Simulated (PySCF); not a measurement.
# C$_{2}$H$_{7}$Si: GW calculation

System: C$_{2}$H$_{7}$Si, multiplicity 2.
Method: G0W0 (r2SCAN)/def2-SVP, UKS (PySCF 2.14.0).

The geometry comes from this level: PBE0-D4/def2-TZVP.

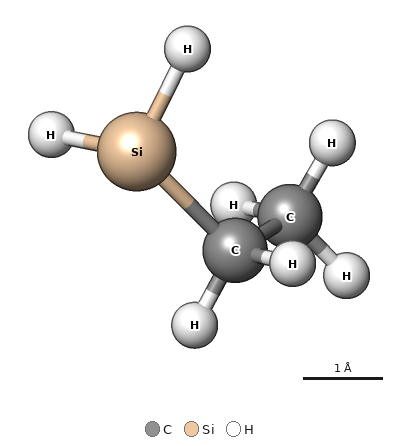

The structure as given in the input (ball-and-stick view, seen at a tilt).

## Results in brief

- outcome: converged
- total energy: −369.633009 hartree
- basis functions: 81
- ⟨S²⟩: 0.754
- dipole moment: 0.99 D
- hardware: 1 thread of Arm Neoverse V1, 24 GiB of memory available, shared host
- wall time: 3.3 min
- peak memory: 0.53 GiB

## The input (job.py)
```python
from pyscf import gto, dft
from pyscf.gw.ugw_ac import UGWAC

mol = gto.Mole()
mol.atom = '''
C       -0.795600       0.528400      -0.645600
C       -0.153600      -0.745600      -0.096400
Si       1.313800      -0.405300       1.031300
H       -1.643600       0.295400      -1.296300
H       -0.082300       1.114700      -1.230000
H       -1.163500       1.168900       0.159600
H        0.186400      -1.386700      -0.915900
H       -0.887500      -1.332500       0.465000
H        0.908800       0.394100       2.224400
H        2.400000       0.317200       0.306900
'''
mol.max_memory = 1860
mol.verbose = 3
mol.basis = 'def2-svp'
mol.spin = 1
mol.build()

mf = dft.UKS(mol, xc='r2scan')
mf.conv_tol = 1e-10
mf.grids.level = 8
mf.kernel()
if not mf.converged:
    mf = mf.newton().run(mf.mo_coeff, mf.mo_occ)

e_tot = mf.e_tot
print(f'total energy: {e_tot:.8f} hartree')

nocc = mol.nelec[0]
orbs = list(range(max(0, nocc - 2), min(mol.nao, nocc + 2)))
mygw = UGWAC(mf)
mygw.orbs = orbs
mygw.kernel()
for s in range(2):
    print('spin', s)
    for p in orbs:
        print('%4d %12.4f %12.4f' % (p + 1, mf.mo_energy[s][p] * 27.211386, mygw.mo_energy[s][p] * 27.211386))
```

Launched with:
```bash
OMP_NUM_THREADS=1 python job.py
```

## What the program printed
```
WARN: HOMO -0.178313281215547 >= LUMO -0.178313281215546

converged SCF energy = -369.633009110999  <S^2> = 0.75366729  2S+1 = 2.0036639
total energy: -369.63300911 hartree

WARN: GW QP energies may not be sorted from min to max

spin 0
  16      -7.7104     -10.6768
  17      -5.1268      -7.6317
  18       0.7362       3.5752
  19       1.4182       4.3591
spin 1
  16      -7.5702     -10.4094
  17      -2.5176       0.1063
  18       1.2316       4.0904
  19       2.1328       5.2396
```
